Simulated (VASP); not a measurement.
# ZrTiSi2: structure and properties in VASP, part 4 of 6

Aim: relax ZrTiSi2, then compute properties on the relaxed cell. The cell is invented: it takes the structure of a Materials Project entry for ZrTiC2 (space group 166 there), with some of its atoms replaced by other elements, volume scaled by an estimate. It may not be a known or stable phase. The atoms of the start are displaced at random from the sites of a R-3m cell.

VASP 6.6.1, plane waves and PAW; the level of theory is named at each step.

Still holding for the runs below: The k-mesh is coarse for a metal.

So far. Step 5 (Bands along the symmetry lines (LDA)): Of the bands kept, 2 cross the Fermi level on this path. Step 6 (Density of states (LDA)): The finer mesh and the other smearing move the Fermi level by +0.01 eV from the 6×6×6 run, a small shift, which tests the Fermi level alone. Of the states within 0.3 eV of the Fermi level, the largest shares in the PAW spheres are Ti d 33 %, Zr d 17 % and Si p 9 %. The rest lies in smaller channels or between the spheres.

## Step 7: Bands along the symmetry lines (TB-mBJ)

This step: TB-mBJ; plane waves and PAW (Zr_sv, Ti_sv, Si); invented cell (VASP 6.6.1).

The mesh alone shows little of the dispersion and can miss band extrema, so KPOINTS_OPT adds a path through the symmetry points after the self-consistent cycle. TB-mBJ is a local potential fitted to gaps: it costs far less than a hybrid but gives no energy.

INCAR

```
SYSTEM = ZrTiSi2
PREC = Accurate
ENCUT = 400
EDIFF = 1E-06
NELM = 150
ISMEAR = -1
SIGMA = 0.05
LREAL = .FALSE.
ALGO = Normal
METAGGA = MBJ
LASPH = .TRUE.
NBANDS = 30
LORBIT = 11
LWAVE = .FALSE.
LCHARG = .FALSE.
KPAR = 2
```

POSCAR

```
ZrTiSi2
1.0
    1.8604756746      1.0741461354      5.6827879769
   -1.8604756746      1.0741461354      5.6827879769
    0.0000000000     -2.1482922608      5.6827879769
Zr Ti Si
1 1 2
Direct
    0.0000000000      0.0000000000      0.0000000000
    0.5000000000      0.5000000000      0.5000000000
    0.2426801816      0.2426801816      0.2426801816
    0.7573198184      0.7573198184      0.7573198184
```

KPOINTS

```
Automatic mesh
0
Gamma
6 6 6
0 0 0
```

KPOINTS_OPT

```
Line mode
16
Line-mode
Reciprocal
  0.00000000   0.00000000   0.00000000 GAMMA
  0.50000000   0.00000000   0.00000000 L

  0.50000000   0.00000000   0.00000000 L
  0.50000000   0.19048507  -0.19048507 B1

  0.80951493   0.50000000   0.19048507 B
  0.50000000   0.50000000   0.50000000 Z

  0.50000000   0.50000000   0.50000000 Z
  0.00000000   0.00000000   0.00000000 GAMMA

  0.00000000   0.00000000   0.00000000 GAMMA
  0.34524253   0.00000000  -0.34524253 X

  0.65475747   0.34524253   0.00000000 Q
  0.50000000   0.50000000   0.00000000 F

  0.50000000   0.50000000   0.00000000 F
  0.65475747   0.65475747   0.19048507 P1

  0.65475747   0.65475747   0.19048507 P1
  0.50000000   0.50000000   0.50000000 Z

  0.50000000   0.00000000   0.00000000 L
  0.80951493   0.34524253   0.34524253 P
```

The projector-augmented-wave data sets are Zr_sv, Ti_sv and Si (LDA family, release 64).

Started as:

```sh
mpirun -np 2 vasp_std
```

Log:

```text
[banner, memory and clock lines left out]
running    2 mpi-ranks, on    1 nodes
 distrk:  each k-point on    1 cores,    2 groups
 distr:  one band on    1 cores,    1 groups

 POSCAR found type information on POSCAR ZrTiSi
 POSCAR found :  3 types and       4 ions
|                                                                             |
|               ----> ADVICE to this user running VASP <----                  |
|                                                                             |
|     You enforced a specific xc type in the INCAR file but a different       |
|     [... a line on the potential file left out ...]
|     I HOPE YOU KNOW WHAT YOU ARE DOING!                                     |
|                                                                             |

 LDA part: xc-table for (None), standard interpolation
 POSCAR, INCAR and KPOINTS ok, starting setup
 FFT: planning ... GRIDC
 FFT: planning ... GRID_SOFT
 FFT: planning ... GRID
 WAVECAR not read
 entering main loop
       N       E                     dE             d eps       ncg     rms          rms(c)
DAV:   1     0.208589490995E+03    0.20859E+03   -0.12578E+04  1920   0.913E+02
DAV:   2    -0.619174508758E+02   -0.27051E+03   -0.25548E+03  2024   0.293E+02
DAV:   3    -0.839919070717E+02   -0.22074E+02   -0.21326E+02  3452   0.721E+01
DAV:   4    -0.848982429059E+02   -0.90634E+00   -0.89671E+00  2430   0.130E+01
DAV:   5    -0.849253139547E+02   -0.27071E-01   -0.27066E-01  2750   0.200E+00    0.190E+01
DAV:   6    -0.868392118123E+02   -0.19139E+01   -0.25674E+01  2518   0.523E+01    0.259E+01
DAV:   7    -0.833243499603E+02    0.35149E+01   -0.56377E+01  2560   0.451E+01    0.126E+01
DAV:   8    -0.794706277128E+02    0.38537E+01   -0.12140E+01  2114   0.205E+01    0.538E+00
DAV:   9    -0.784269366011E+02    0.10437E+01   -0.42541E+00  1964   0.142E+01    0.430E+00
DAV:  10    -0.781719046712E+02    0.25503E+00   -0.14651E+00  1996   0.776E+00    0.229E+00
DAV:  11    -0.777635153076E+02    0.40839E+00   -0.61260E-01  1988   0.518E+00    0.755E-01
DAV:  12    -0.778545857243E+02   -0.91070E-01   -0.22364E-01  2072   0.303E+00    0.106E+00
DAV:  13    -0.777662988342E+02    0.88287E-01   -0.87114E-02  2060   0.190E+00    0.272E-01
DAV:  14    -0.777795958123E+02   -0.13297E-01   -0.27641E-02  2118   0.102E+00    0.550E-01
DAV:  15    -0.777660039663E+02    0.13592E-01   -0.79219E-03  2118   0.583E-01    0.215E-01
DAV:  16    -0.777677332677E+02   -0.17293E-02   -0.25730E-03  2076   0.313E-01    0.336E-01
DAV:  17    -0.777593854031E+02    0.83479E-02   -0.10932E-03  2264   0.270E-01    0.140E-01
DAV:  18    -0.777627903021E+02   -0.34049E-02   -0.58277E-04  2094   0.161E-01    0.209E-01
DAV:  19    -0.777593819368E+02    0.34084E-02   -0.42140E-04  2238   0.177E-01    0.761E-02
DAV:  20    -0.777604053853E+02   -0.10234E-02   -0.23565E-04  2092   0.854E-02    0.898E-02
DAV:  21    -0.777601749545E+02    0.23043E-03   -0.86371E-05  2324   0.705E-02    0.354E-02
DAV:  22    -0.777603241958E+02   -0.14924E-03   -0.43228E-05  2264   0.338E-02    0.319E-02
DAV:  23    -0.777603712659E+02   -0.47070E-04   -0.20521E-05  2374   0.381E-02    0.312E-03
DAV:  24    -0.777605490190E+02   -0.17775E-03   -0.14797E-05  2116   0.254E-02    0.138E-02
DAV:  25    -0.777605583388E+02   -0.93198E-05   -0.42392E-06  1796   0.133E-02    0.756E-03
DAV:  26    -0.777606396386E+02   -0.81300E-04   -0.10557E-06  1594   0.618E-03    0.844E-03
DAV:  27    -0.777606803841E+02   -0.40745E-04   -0.51448E-07  1694   0.650E-03    0.321E-03
DAV:  28    -0.777607107102E+02   -0.30326E-04   -0.39329E-07  1212   0.422E-03    0.512E-03
DAV:  29    -0.777607162965E+02   -0.55863E-05   -0.15493E-07  1050   0.313E-03    0.308E-03
DAV:  30    -0.777607272079E+02   -0.10911E-04   -0.84857E-08   996   0.146E-03    0.314E-03
DAV:  31    -0.777607283259E+02   -0.11180E-05   -0.20830E-08   996   0.857E-04    0.269E-03
DAV:  32    -0.777607340139E+02   -0.56880E-05   -0.12630E-08   996   0.617E-04    0.250E-03
DAV:  33    -0.777607367250E+02   -0.27111E-05   -0.73835E-09   990   0.757E-04    0.193E-03
DAV:  34    -0.777607422276E+02   -0.55026E-05   -0.10441E-08   996   0.578E-04    0.165E-03
DAV:  35    -0.777607458388E+02   -0.36112E-05   -0.43507E-09   996   0.554E-04    0.121E-03
DAV:  36    -0.777607471193E+02   -0.12805E-05   -0.69358E-09   996   0.515E-04    0.908E-04
DAV:  37    -0.777607488191E+02   -0.16998E-05   -0.35268E-09   990   0.271E-04    0.850E-04
DAV:  38    -0.777607505974E+02   -0.17783E-05   -0.12126E-09   996   0.233E-04    0.723E-04
DAV:  39    -0.777607513462E+02   -0.74880E-06   -0.87033E-10   990   0.131E-04
   1 F= -.77760751E+02 E0= -.77758054E+02  d E =-.539510E-02
 Start KPOINTS_OPT (optional k-point list driver)
k-point batch [1-32\144]
       N       E                     dE             ncg
DAV:   1    -0.148019552746E+04   -0.24676E+05     1920
DAV:   2    -0.103776906402E+05   -0.88975E+04     2016
DAV:   3    -0.110992753100E+05   -0.72158E+03     3228
DAV:   4    -0.111379296077E+05   -0.38654E+02     2450
DAV:   5    -0.111394769967E+05   -0.15474E+01     2638
DAV:   6    -0.111394920973E+05   -0.15101E-01     2478
DAV:   7    -0.111394926924E+05   -0.59505E-03     2720
DAV:   8    -0.111394927062E+05   -0.13832E-04     2064
DAV:   9    -0.111394927063E+05   -0.11347E-06     1464
[...]
k-point batch [129-144\144]
       N       E                     dE             ncg
DAV:   1     0.846835606825E+04   -0.15914E+05      960
DAV:   2     0.407942104805E+04   -0.43889E+04     1010
DAV:   3     0.373497784994E+04   -0.34444E+03     1546
DAV:   4     0.371427434113E+04   -0.20704E+02     1286
DAV:   5     0.371367155686E+04   -0.60278E+00     1272
DAV:   6     0.371366833330E+04   -0.32236E-02     1276
DAV:   7     0.371366825484E+04   -0.78462E-04     1318
DAV:   8     0.371366825426E+04   -0.57973E-06     1004
```

Elapsed: 3.8 min, on 2 MPI ranks of Intel Xeon Platinum 8259CL at 2.50GHz (Skylake/Cascade Lake), shared host; peak memory 0.6 GiB.

OUTCAR, selected parts (step 7):

```text
   NELECT =      32.0000    total number of electrons

 E-fermi :   8.9142

 k-point     1 :       0.0000    0.0000    0.0000
  band No.  band energies     occupation
    ...
     11       3.8742      2.00000
     12       6.3760      2.00000
     13       6.3760      2.00000
     14       8.6817      1.98107
     15       8.6817      1.98107
     16       9.2867      0.00116
     17       9.2867      0.00116
     18       9.3347      0.00045
     19      11.3050      0.00000
     20      11.3050      0.00000
    ...

  Total      -36.7379524    -36.7379524    -36.1451178      0.0000000     -0.0000000      0.0000000
  in kB     -863.8243884   -863.8243892   -849.8849882      0.0000000     -0.0000005      0.0000000
  external PRESSURE =    -859.1779220 kB  Pullay stress =       0.0000000 kB

 POSITION                                       TOTAL-FORCE (eV/Angst)
 -----------------------------------------------------------------------------------
      0.00000      0.00000      0.00000         0.000000      0.000000     -0.000000
      0.00000      0.00000      8.52418         0.000000     -0.000000      0.000000
      0.00000      0.00000      4.13730         0.000000      0.000000      0.535559
      0.00000      0.00000     12.91106         0.000000     -0.000000     -0.535559
 -----------------------------------------------------------------------------------
    total drift:                                0.000000      0.000000     -0.000000

  FREE ENERGIE OF THE ION-ELECTRON SYSTEM (eV)
  ---------------------------------------------------
  free  energy   TOTEN  =       -77.7607513462 eV

  energy  without entropy=      -77.7553562490  energy(sigma->0) =      -77.75805380

[... 8 parts as in an earlier step ...]

[... 9 further parts left out ...]
```

This functional is a potential without an energy, so its energies, forces and stress mean nothing and are not read. The PAW data sets were made with LDA, a small mismatch for this functional.

Numbers from this step:

```yaml
scf_cycles: 39
irreducible_k_points: 32
fermi_energy: 8.914 eV
```

Electronic bands along the path, in eV, zero at the Fermi level; # counts the bands kept, so #1 is VASP's band 9:

| point | #5 | #6 | #7 | #8 | #9 | #10 | #11 | #12 |
| --- | --- | --- | --- | --- | --- | --- | --- | --- |
| Γ | -2.54 | -0.23 | -0.23 | 0.37 | 0.37 | 0.42 | 2.39 | 2.39 |
| L | -2.85 | -2.09 | -1.74 | -1.44 | 1.17 | 1.44 | 1.55 | 1.84 |
| B1 | -2.98 | -2.62 | -1.40 | -1.32 | 0.77 | 1.42 | 1.75 | 2.48 |
| jump to B | -2.98 | -2.62 | -1.40 | -1.32 | 0.77 | 1.42 | 1.75 | 2.48 |
| Z | -1.75 | -1.75 | -1.39 | -1.39 | 0.59 | 0.59 | 1.08 | 1.08 |
| Γ | -2.54 | -0.23 | -0.23 | 0.37 | 0.37 | 0.42 | 2.39 | 2.39 |
| X | -3.04 | -2.62 | -1.59 | -1.24 | 0.78 | 1.63 | 1.72 | 2.41 |
| jump to Q | -3.04 | -2.62 | -1.59 | -1.24 | 0.78 | 1.63 | 1.72 | 2.41 |
| F | -2.29 | -1.96 | -1.75 | -0.08 | 0.81 | 1.04 | 1.76 | 1.88 |
| P1 | -2.24 | -1.96 | -1.87 | -0.33 | 0.70 | 1.17 | 1.78 | 2.01 |
| Z | -1.75 | -1.75 | -1.39 | -1.39 | 0.59 | 0.59 | 1.08 | 1.08 |
| jump to L | -2.85 | -2.09 | -1.74 | -1.44 | 1.17 | 1.44 | 1.55 | 1.84 |
| P | -2.24 | -1.96 | -1.87 | -0.33 | 0.70 | 1.17 | 1.78 | 2.01 |

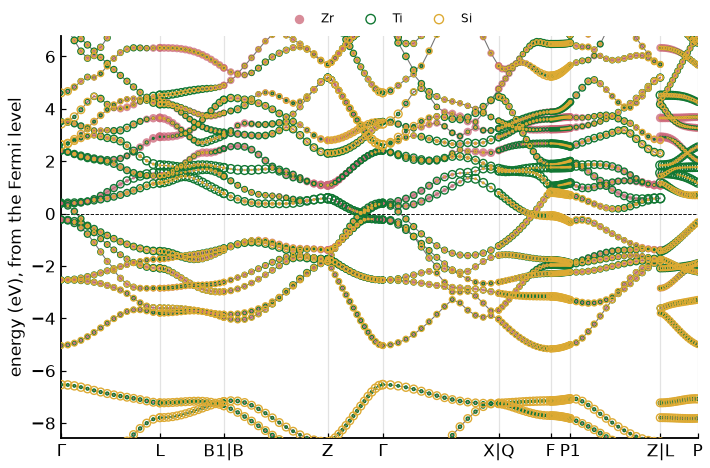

Electronic bands along the path; dots are coloured as in the legend, and their area grows with the weight.

There is no gap at this level.

## Step 8: Volume scan with LDA, volume scale 0.94

This step: LDA; plane waves and PAW (Zr_sv, Ti_sv, Si); invented cell (VASP 6.6.1).

An equation of state needs energies on both sides of the minimum, all on one mesh and cutoff.

INCAR

```
SYSTEM = ZrTiSi2
PREC = Accurate
ENCUT = 400
EDIFF = 1E-06
NELM = 100
ISMEAR = -1
SIGMA = 0.05
LREAL = .FALSE.
ALGO = Normal
GGA = CA
NBANDS = 22
LORBIT = 11
LWAVE = .FALSE.
LCHARG = .FALSE.
KPAR = 2
ISIF = 2
```

POSCAR

```
ZrTiSi2
1.0
    1.8224961264      1.0522186330      5.5667801609
   -1.8224961264      1.0522186330      5.5667801609
    0.0000000000     -2.1044372561      5.5667801609
Zr Ti Si
1 1 2
Direct
    0.0000000000      0.0000000000      0.0000000000
    0.5000000000      0.5000000000      0.5000000000
    0.2426801816      0.2426801816      0.2426801816
    0.7573198184      0.7573198184      0.7573198184
```

KPOINTS is that of step 7.

Started as:

```sh
mpirun -np 2 vasp_std
```

Log:

```text
[... set-up lines as in an earlier step ...]
 entering main loop
       N       E                     dE             d eps       ncg     rms          rms(c)
DAV:   1     0.272351872408E+03    0.27235E+03   -0.13656E+04  1408   0.127E+03
DAV:   2    -0.938315573290E+01   -0.28174E+03   -0.27068E+03  1474   0.388E+02
DAV:   3    -0.337991480853E+02   -0.24416E+02   -0.23295E+02  2502   0.972E+01
DAV:   4    -0.351099578566E+02   -0.13108E+01   -0.13031E+01  1802   0.198E+01
DAV:   5    -0.351792159496E+02   -0.69258E-01   -0.69247E-01  2174   0.412E+00    0.229E+01
DAV:   6    -0.327254338657E+02    0.24538E+01   -0.18902E+01  1880   0.346E+01    0.918E+00
DAV:   7    -0.326241133487E+02    0.10132E+00   -0.90651E+00  1962   0.256E+01    0.725E+00
DAV:   8    -0.321481770457E+02    0.47594E+00   -0.11539E+00  1874   0.854E+00    0.289E+00
DAV:   9    -0.321431368923E+02    0.50402E-02   -0.21486E-01  2186   0.310E+00    0.814E-01
DAV:  10    -0.321383133077E+02    0.48236E-02   -0.31973E-02  1878   0.159E+00    0.224E-01
DAV:  11    -0.321386555582E+02   -0.34225E-03   -0.13535E-03  1940   0.330E-01    0.116E-01
DAV:  12    -0.321385354414E+02    0.12012E-03   -0.28946E-04  1988   0.158E-01    0.359E-02
DAV:  13    -0.321385314735E+02    0.39679E-05   -0.47071E-05  1936   0.555E-02    0.110E-02
DAV:  14    -0.321385313591E+02    0.11439E-06   -0.23717E-06  1662   0.115E-02
   1 F= -.32138531E+02 E0= -.32135250E+02  d E =-.656268E-02
```

The job ended after 29 s (2 MPI ranks; peak memory 0.41 GiB; 56 s of CPU time).

OUTCAR, selected parts (step 8):

```text
   ENCUT  =  400.0 eV  29.40 Ry    5.42 a.u.   9.71  9.71  9.71*2*pi/ulx,y,z

   NELECT =      32.0000    total number of electrons

 E-fermi :   9.6478

 k-point     1 :       0.0000    0.0000    0.0000
  band No.  band energies     occupation
    ...
     11       4.3563      2.00000
     12       7.1222      2.00000
     13       7.1222      2.00000
     14       9.2492      1.99931
     15       9.2492      1.99931
     16       9.9238      0.00797
     17      10.1840      0.00004
     18      10.1840      0.00004
     19      12.2609      0.00000
     20      12.2609      0.00000
    ...

  Total        3.6640849      3.6640849      3.5700096      0.0000000      0.0000000      0.0000000
  in kB       91.6533176     91.6533177     89.3001196      0.0000000      0.0000001      0.0000000
  external PRESSURE =      90.8689183 kB  Pullay stress =       0.0000000 kB

 POSITION                                       TOTAL-FORCE (eV/Angst)
 -----------------------------------------------------------------------------------
      0.00000      0.00000      0.00000        -0.000000      0.000000      0.000000
      0.00000      0.00000      8.35017         0.000000      0.000000      0.000000
      0.00000      0.00000      4.05284        -0.000000     -0.000000     -0.058237
      0.00000      0.00000     12.64750        -0.000000      0.000000      0.058237
 -----------------------------------------------------------------------------------
    total drift:                                0.000000      0.000000     -0.000000

  FREE ENERGIE OF THE ION-ELECTRON SYSTEM (eV)
  ---------------------------------------------------
  free  energy   TOTEN  =       -32.1385313591 eV

  energy  without entropy=      -32.1319686765  energy(sigma->0) =      -32.13525002

[... 3 parts as in an earlier step ...]

[... 13 further parts left out ...]
```

The scan keeps the cell's shape and the fractional positions fixed.

This step gave:

| Property | Result |
| --- | --- |
| SCF cycles | 14 |
| bands | 22 |
| free energy (TOTEN) | -32.14 eV |
| energy at zero smearing | -32.14 eV |
| Fermi energy | 9.648 eV |
| pressure | 9.087 GPa |

Force by atom:

| atom | x (eV/Å) | y (eV/Å) | z (eV/Å) | size |
| --- | --- | --- | --- | --- |
| Zr1 | 0.0000 | 0.0000 | 0.0000 | 0.0000 |
| Ti2 | 0.0000 | 0.0000 | 0.0000 | 0.0000 |
| Si3 | 0.0000 | 0.0000 | -0.0582 | 0.0582 |
| Si4 | 0.0000 | 0.0000 | 0.0582 | 0.0582 |

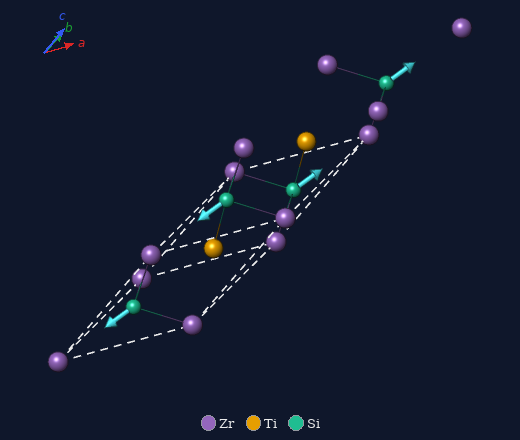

Force as arrows, the longest 0.0582 eV/Å. Bonds to atoms that aren't drawn are left out. 1×1×2 cells are drawn. Some periodic images of atoms are drawn too.

The pressure here is 9.09 GPa.

## Step 9: Volume scan with LDA, volume scale 0.96

INCAR is that of step 8.

POSCAR

```
ZrTiSi2
1.0
    1.8353310291      1.0596288675      5.6059841298
   -1.8353310291      1.0596288675      5.6059841298
    0.0000000000     -2.1192577251      5.6059841298
Zr Ti Si
1 1 2
Direct
    0.0000000000      0.0000000000      0.0000000000
    0.5000000000      0.5000000000      0.5000000000
    0.2426801816      0.2426801816      0.2426801816
    0.7573198184      0.7573198184      0.7573198184
```

KPOINTS is that of step 8.

Started as:

```sh
mpirun -np 2 vasp_std
```

Log:

```text
[... set-up lines as in an earlier step ...]
 entering main loop
       N       E                     dE             d eps       ncg     rms          rms(c)
DAV:   1     0.275376402856E+03    0.27538E+03   -0.13657E+04  1408   0.126E+03
DAV:   2    -0.887116369409E+01   -0.28425E+03   -0.27338E+03  1486   0.392E+02
DAV:   3    -0.340150222702E+02   -0.25144E+02   -0.24324E+02  2518   0.989E+01
DAV:   4    -0.352724128942E+02   -0.12574E+01   -0.12504E+01  1798   0.196E+01
DAV:   5    -0.353372840014E+02   -0.64871E-01   -0.64858E-01  2150   0.407E+00    0.220E+01
DAV:   6    -0.328356584953E+02    0.25016E+01   -0.19597E+01  1860   0.348E+01    0.905E+00
DAV:   7    -0.326993162851E+02    0.13634E+00   -0.95963E+00  1950   0.260E+01    0.710E+00
DAV:   8    -0.322185847980E+02    0.48073E+00   -0.11604E+00  1914   0.837E+00    0.288E+00
DAV:   9    -0.322092282519E+02    0.93565E-02   -0.23537E-01  2162   0.328E+00    0.847E-01
DAV:  10    -0.322036895032E+02    0.55387E-02   -0.35286E-02  1888   0.167E+00    0.225E-01
DAV:  11    -0.322040445533E+02   -0.35505E-03   -0.13305E-03  1934   0.316E-01    0.116E-01
DAV:  12    -0.322039301971E+02    0.11436E-03   -0.27673E-04  2004   0.151E-01    0.363E-02
DAV:  13    -0.322039261698E+02    0.40273E-05   -0.43174E-05  1958   0.528E-02    0.108E-02
DAV:  14    -0.322039260856E+02    0.84203E-07   -0.21336E-06  1640   0.110E-02
   1 F= -.32203926E+02 E0= -.32200558E+02  d E =-.673535E-02
```

The job ended after 29 s (2 MPI ranks; peak memory 0.4 GiB).

Parts of OUTCAR (step 9):

```text
   ENCUT  =  400.0 eV  29.40 Ry    5.42 a.u.   9.77  9.77  9.77*2*pi/ulx,y,z

   NELECT =      32.0000    total number of electrons

 E-fermi :   9.3961

 k-point     1 :       0.0000    0.0000    0.0000
  band No.  band energies     occupation
    ...
     11       4.1875      2.00000
     12       6.9198      2.00000
     13       6.9198      2.00000
     14       9.0288      1.99871
     15       9.0288      1.99871
     16       9.6824      0.00650
     17       9.9307      0.00005
     18       9.9307      0.00005
     19      11.9428      0.00000
     20      11.9428      0.00000
    ...

  Total        2.3821498      2.3821498      2.3156501      0.0000000      0.0000000     -0.0000000
  in kB       58.3456312     58.3456312     56.7168641      0.0000000      0.0000000     -0.0000000
  external PRESSURE =      57.8027088 kB  Pullay stress =       0.0000000 kB

 POSITION                                       TOTAL-FORCE (eV/Angst)
 -----------------------------------------------------------------------------------
      0.00000      0.00000      0.00000        -0.000000     -0.000000      0.000000
      0.00000      0.00000      8.40898         0.000000     -0.000000      0.000000
      0.00000      0.00000      4.08138         0.000000     -0.000000     -0.035379
      0.00000      0.00000     12.73657         0.000000      0.000000      0.035379
 -----------------------------------------------------------------------------------
    total drift:                                0.000000      0.000000     -0.000000

  FREE ENERGIE OF THE ION-ELECTRON SYSTEM (eV)
  ---------------------------------------------------
  free  energy   TOTEN  =       -32.2039260856 eV

  energy  without entropy=      -32.1971907307  energy(sigma->0) =      -32.20055841

[... 3 parts as in an earlier step ...]

[... 13 further parts left out ...]
```

Numbers from this step:

```yaml
free_energy_toten: -32.20 eV
energy_at_zero_smearing: -32.20 eV
fermi_energy: 9.396 eV
pressure: 5.780 GPa
```

The pressure falls from 9.09 to 5.78 GPa.

The run ends at a pressure of 5.78 GPa, with forces up to 0.035 eV/Å.

(Part 4 of 6 ends here.)

[Lines on the potential files, build, host, timing and source positions are cut from VASP's logs without a mark.]

[Logs are printed without paths, hosts, clocks, repeated set-up lines and the standing remarks that a program may print on its own settings, such as how far it seeks lower states.]

[Hosts, paths, dates, database ids (printed as entryN), source tags and the programs' standing remarks are cut or masked in the printed files.]

[A measured line is paired with the nearest computed mode of its activity, which favours agreement.]
